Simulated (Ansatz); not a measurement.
# Ta (Im-3m): phonon-mediated transition temperature, part 2 of 2

Each step names its level of theory.

So far, coupling constant λ: step 2 (electron–phonon run: finite displacements, PBE) 0.941; step 3 (electron–phonon run: r2SCAN at its own relaxed cell) 1.03. Also log mean phonon energy ħω_log (meV): step 2 12.2; step 3 12.2.

## (4) Coupling and resistivity: spin–orbit coupling

Spin–orbit coupling splits bands near the Fermi level of heavy elements; the run uses the base functional.

This step: DFT PBE, spin-orbit coupling, plane waves, PAW; PAW set soft_1 (Ansatz 0.2.0).

File input.yaml:

```yaml
crystal:
  lattice:
    - [-1.6578762662, 1.6578762662, 1.6578762662]
    - [1.6578762662, -1.6578762662, 1.6578762662]
    - [1.6578762662, 1.6578762662, -1.6578762662]
  atoms:
    - { symbol: Ta, position: [0.0, 0.0, 0.0] }
kpoints:
  mp_grid: { grid: [12, 12, 12] }
hamiltonian:
  xc: pbe
  pseudopotentials: { kind: paw_fr, azcp: { folder: soft_1 } }
scf:
  occupations: { method: methfessel_paxton, width: 0.2 }
output:
  eigenvalues: true
magnetization:
  noncollinear: true
  spin_orbit: true
phonons:
  method: dfpt
  qmesh: [4, 4, 4]
  temperatures: { t_max: 1000, t_step: 50 }
  qpath:
    path:
      - [[0.0, 0.0, 0.0], [0.5, -0.5, 0.5], [0.0, 0.0, 0.5], [0.0, 0.0, 0.0], [0.25, 0.25, 0.25], [0.5, -0.5, 0.5]]
      - [[0.25, 0.25, 0.25], [0.0, 0.0, 0.5]]
    npoints: 6
  electrical_resistivity:
    mesh: [20, 20, 20]
    temperatures: [20.0, 50.0, 80.0, 100.0, 150.0, 200.0, 273.0, 300.0, 400.0, 500.0, 600.0, 800.0]
  superconductivity: { mesh: [20, 20, 20], eliashberg_equations: false }
```

Command:

```console
ansatz run input.yaml --threads 16 --pin off --max-ram 92160MiB --backend cuda --events-out ev --progress --plain --runs-dir out --max-vram 78GiB
```

Numbers of over 12 decimals in the logs are rounded to 6 here.

What it wrote:

```text
[...]
non-collinear run that drives no moment, with spin-orbit: no starting moment large enough to seed its density (crystal.atoms[].spin), no starting occupations that ask for one, no magnetisation constraint and no magnetic field, so the semilocal B_xc is pinned to zero
concurrent solve slots: 15 of 16 are kept, ahead of what memory takes: no pass of the eigensolver takes more rounds on 15
[...]
Crystal: 1 atoms, lattice volume = 18.227 Å³
Basis set: ecut = 420 eV, 369 PW (Γ), exchange–correlation on 40×40×40 points (8 copies of the dense FFT grid, shifted against one another)
Bands: 22, of which v1, the nominal top of the filled ones, is band 13 counted from 1 (12 counted from 0)
Symmetry: 48 space group operations + 48 with time reversal
k-points: 72 of 1728
Projection manifold: j_resolved (fully-relativistic pseudo-atomic orbitals)
[...]
SCF iter   1: F=—  HF=-9955.934102 eV  |F-HF|=—  |Δ(HF+E_count)|=         —  Δρ=4.31e-2  dr2=3.69e-1  dr2_m=0.00e0 (ungated)  ethr=3.10e-3  |M|=0.00e0 ∫|m|=0.00e0 μB  |m|>n=0.0e0 m-floor=0.0e0 τ_xc=0.0e0  β_m=0.30  ⟨swp⟩=6.0  Hψ=4165  notcnv=0
[...]
SCF iter   2: F=—  HF=-9955.830137 eV  |F-HF|=—  |Δ(HF+E_count)|=   1.04e-1  S|Δr|=    0.00e0  Δρ=2.49e-2  dr2=1.05e-1  dr2_m=0.00e0 (ungated)  ethr=2.84e-3  |M|=0.00e0 ∫|m|=0.00e0 μB  |m|>n=0.0e0 m-floor=0.0e0 τ_xc=0.0e0  β_m=0.47  ⟨swp⟩=2.0  Hψ=1288  notcnv=0  defer=118
[...]
SCF iter   8: F=-9955.799590 eV  HF=-9955.799590 eV  |F-HF|=0.00e0  |Δ(HF+E_count)|=  2.55e-11  S|Δr|=    0.00e0  Δρ=3.46e-8  dr2=1.07e-13  dr2_m=0.00e0 (ungated)  ethr=1.00e-12  |M|=0.00e0 ∫|m|=0.00e0 μB  |m|>n=0.0e0 m-floor=0.0e0 τ_xc=0.0e0  ⟨swp⟩=9.6  Hψ=3692  notcnv=0
SCF 1 converged in 8 iterations: F = -9955.799590 eV  dr2 = 1.07e-13
[...]
DFPT response loops at q = (0, 0, 0) (fractional): preconditioner auto → Kerker (q_TF=auto, 2.579 Å⁻¹) (partly filled bands, converged f_vac=0.000); β = 1.00, the filter's whole step (`scf.mixing.beta` (0.30) is not read by the response loops under this deck's `scf.mixing.preconditioner`; to damp them name `kerker` or `kerker_dos`, under which they read `scf.mixing.beta`, and type it under 1.00, their step now; both keys bind the ground state too); Anderson in place of MSR1; while a model of the screening serves, it and β = 1 on shorter waves in the place of filter and β
[...]
SCF 2 converged in 8 iterations: F = -9955.799590 eV  dr2 = 1.05e-13
[...]
SCF converged after 8 iterations
[...]
vibrations of 64 cells: unjudged by the run; compare a larger repeat
[...]
--- Superconductivity: potentials and phonons of a 4×4×4 supercell ---
  pairing by harmonic phonons, in the closed forms alone; spin fluctuations are left out
           mesh         λ    ħω_log (meV)  μ* declared at (meV)
       20×20×20    0.9380          12.137               13.527
       10×10×10    0.9240          12.129               13.481
          5×5×5    0.9003          12.781               13.866
  λ by the species' shares of the modes' patterns: Ta 0.9380
[...]
0.08      9.793        10.386             -             -             -             -              -
      0.10      8.854         9.343             -             -             -             -              -
      0.12      7.938         8.339             -             -             -             -              -
      0.13      7.489         7.853             -             -             -             -              -
      0.14      7.048         7.376             -             -             -             -              -
      0.16      6.190         6.456             -             -             -             -              -
      0.20      4.588         4.759             -             -             -             -              -
[...]
vibrations of 64 cells: unjudged by the run; compare a larger repeat
[...]
```

Elapsed: 45 s, on 1 × NVIDIA GB200 with 16 threads of Arm Neoverse V2, shared host; peak memory 6.9 GiB; 7.5 min of CPU time.

Numbers from this step:

```yaml
volume_per_atom: 18.23 Å³/atom
zero_point_energy: 0.01984 eV/cell
highest_frequency_solved_or_plainly_interpolated: 164.1 cm⁻¹
debye_temperature_second_moment: 206 K
resistivity_at_300_k: 14.46 μΩ cm
coupling_constant_lambda: 0.938
density_of_states_at_the_fermi_level: 0.6742 states/eV a spin and cell
log_mean_phonon_energy_omega_log: 12.14 meV
transport_coupling_constant_lambda_tr: 0.9079, 0.9079, 0.9079 (xx, yy, zz)
drude_plasma_energy: 8.489, 8.489, 8.489 eV (xx, yy, zz)
resistivity_times_mean_free_path: 4.361, 4.361, 4.361 × 10⁻¹⁶ Ω m² (xx, yy, zz)
second_moment_phonon_energy_omega: 13.53 meV
coupling_lambda_by_branch: 0.403, 0.308, 0.227 (branches by rank of frequency)
```

Transition temperatures:

```
  μ*  McMillan Tc (K)  Allen–Dynes Tc (K)
0.08             9.79                10.4
 0.1             8.85                9.34
0.12             7.94                8.34
0.13             7.49                7.85
0.14             7.05                7.38
0.16             6.19                6.46
 0.2             4.59                4.76
```

The Eliashberg function α²F has structure finer than the step of the table below, so its rows give means over 1 meV, whole bins alone (the curve runs from 0.079 to 20.2 meV). Peaks (meV: height): α²F 11.2: 0.898, 17.5: 1.97; α²F tr 11.2: 0.962, 17.5: 1.79.

The Eliashberg function α²F by phonon energy; means over each step:

```
phonon energy (meV)      α²F   α²F tr
                  1   3.8e-4   2.3e-5
                  2  0.00355   5.1e-4
                  3   0.0105  0.00307
                  4   0.0236   0.0110
                  5   0.0471   0.0302
                  6   0.0798   0.0645
                  7    0.116    0.109
                  8    0.140    0.135
                  9    0.170    0.162
                 10    0.272    0.267
                 11    0.707    0.735
                 12    0.529    0.568
                 13    0.394    0.416
                 14    0.426    0.466
                 15    0.400    0.445
                 16    0.519    0.496
                 17     1.08    0.940
                 18    0.896    0.888
                 19    0.159    0.154
```

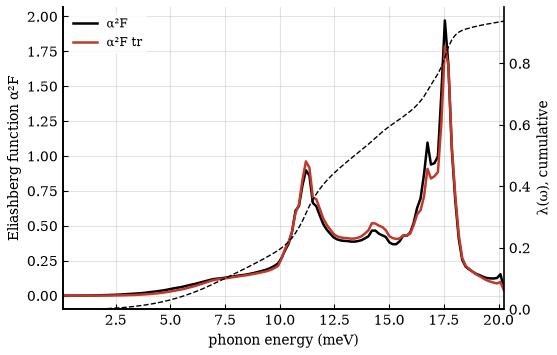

Eliashberg function α²F, plotted against phonon energy. The dashed line is the running λ.

## (5) What came out

| Quantity | Value |
| --- | --- |
| meshes | q 4×4×4, k 12×12×12, scattering 20×20×20 |
| coupling constant λ | 0.938 |
| log mean phonon energy ħω_log | 12.1 meV |
| Allen–Dynes Tc at μ* = 0.1 | 9.34 K |
| Allen–Dynes Tc at μ* = 0.13 | 7.85 K |

**Reading.** In the last run (PBE, spin–orbit coupling, q 4×4×4, k 12×12×12, scattering 20×20×20), with λ = 0.94 and ħω_log = 12.1 meV, Tc at μ* = 0.13 is 7.5 K by McMillan's formula and 7.8 K by Allen and Dynes's. Raising μ* from 0.10 to 0.16 lowers the Allen–Dynes value from 9.3 to 6.5 K. By the run's own test λ is not converged in the fine mesh: it moves by 2 % between the two finest, and by up to 2 % in the other runs. The run's transport test calls it not converged in the mesh; ρ(300 K) moves by 6 % in the component that moves most. λ of these runs moves by 0 to 2 % between their two finest meshes, and Tc by more, so small gaps between the runs or to the measured value rank nothing. Over the runs, λ takes the values 0.941, 1.03 and 0.938, in the order shown. μ* is a typed number, phonons are harmonic, and spin fluctuations are left out; at μ* = 0.13 McMillan's formula turns 1 % in λ into about 1.9 % in Tc.

Comparison with the measured values:

```
                                                   quantity  measured  Allen–Dynes, PBE, q 4×4×4, fine 20×20×20, displacements  Allen–Dynes, r2SCAN, q 4×4×4, fine 20×20×20  Allen–Dynes, PBE SOC, q 4×4×4, fine 20×20×20
superconducting transition temperature (μ* = 0.13) (kelvin)       4.5                                           7.95 (+76.7 %)                              9.41 (+109.1 %)                                7.85 (+74.4 %)
```

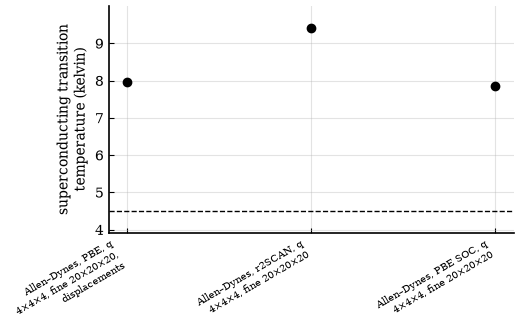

The superconducting transition temperature by level; the dashed line is the measured value.

Measured values from arxiv:1309.5331 (2013).

How well it matches: For the superconducting transition temperature, of the levels listed nearest comes Allen–Dynes, PBE SOC, q 4×4×4, fine 20×20×20 (+74.4 %, a clear miss) and farthest Allen–Dynes, r2SCAN, q 4×4×4, fine 20×20×20 (+109.1 %, a clear miss). Limits of convergence are named above.

[Logs are printed without paths, hosts, clocks, repeated set-up lines and the standing remarks that a program may print on its own settings, such as how far it seeks lower states.]

[Hosts, paths, dates, database ids (printed as entryN), source tags and the programs' standing remarks are cut or masked in the printed files.]
